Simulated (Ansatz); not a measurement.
```yaml
atoms:
  - { symbol: Ta, position_ang: [-0.6050, -0.4497, 0.2324] }
  - { symbol: N, position_ang: [2.6987, 0.0228, 0.4698] }
  - { symbol: H, position_ang: [2.9050, 0.7286, 1.1562] }
  - { symbol: H, position_ang: [3.0371, 0.3400, -0.4230] }
  - { symbol: Cl, position_ang: [-0.6709, -0.0109, 2.5412] }
  - { symbol: Cl, position_ang: [-0.0483, -1.3222, -1.8774] }
  - { symbol: Cl, position_ang: [-0.1227, 1.7641, -0.3509] }
  - { symbol: Cl, position_ang: [-2.7570, -1.2586, 0.1682] }
  - { symbol: Si, position_ang: [1.0081, -2.3150, 1.0296] }
  - { symbol: H, position_ang: [0.0564, -3.4323, 1.2904] }
  - { symbol: H, position_ang: [1.9767, -2.7622, 0.0094] }
  - { symbol: H, position_ang: [1.7169, -2.0045, 2.2866] }
  - { symbol: H, position_ang: [3.2090, -0.8309, 0.7228] }
```

Core potentials replace the inner electrons of Ta; not at a stationary point (largest force 1.1 eV/Å).

The calculation used RHF/def2-SVP in Ansatz.

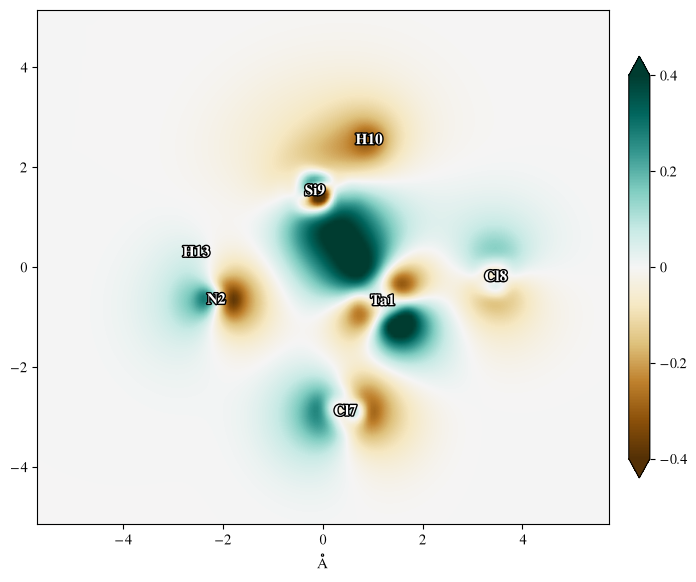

Cl₄H₃SiTa···NH₃. The HOMO on the plane of atoms Ta1, Si9 and H10 (values in Å⁻³ᐟ²; the overall sign is arbitrary).

Question: Describe this orbital and give its energy.

Answer: It lies mainly on Ta1 (about 30 %), Si9 (about 25 %), Cl7 (about 10 %), Cl5 (about 5 %) and Cl6 (about 5 %). Its energy is −10.32 eV.
